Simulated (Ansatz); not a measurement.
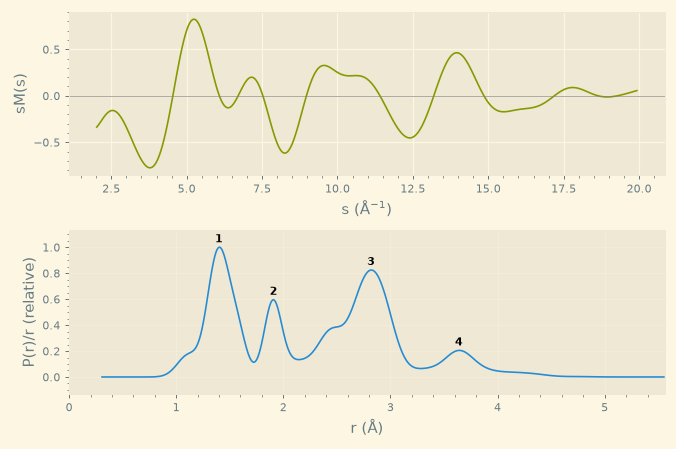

Simulated gas electron diffraction: reduced molecular intensity sM(s) from the Debye equation in the first Born approximation (top) and the radial distribution curve (bottom) of C2H6FNSi. Each pair of atoms contributes with weight ZᵢZⱼ/r; damping constant 0.002 Å²; vibrational amplitudes assumed, not computed: 0.05 Å for bonds, 0.078 Å for bonds to H, 0.06 + 0.015 r up to 0.15 Å for other pairs. The geometry is the end point of an optimisation (Ansatz 0.2.0, RKS PBE-D4/STO-3G); it may be a saddle point or a higher isomer. SMILES: N=C([SiH3])CF.

Read the positions of the numbered peaks and name the main pairs (– for bonds).

Answer. Peak 1, 1.40 Å: N–C 1.33 Å, F–C 1.42 Å, Si–H 1.46 Å (×3), C–C 1.57 Å, not resolved
Peak 2, 1.91 Å: Si–C 1.90 Å, F···H 2.10 Å (×2), not resolved
Peak 3, 2.82 Å: Si···F 2.72 Å, Si···C 2.87 Å, Si···N 2.95 Å, not resolved; in its flanks F···C 2.42 Å, N···C 2.49 Å
Peak 4, 3.64 Å: Si···H 3.61–3.65 Å (×2), F···N 3.64 Å, N···H 3.87–3.89 Å (×2), not resolved; in its flanks C···H 3.32–4.07 Å, F···H 4.15–4.35 Å
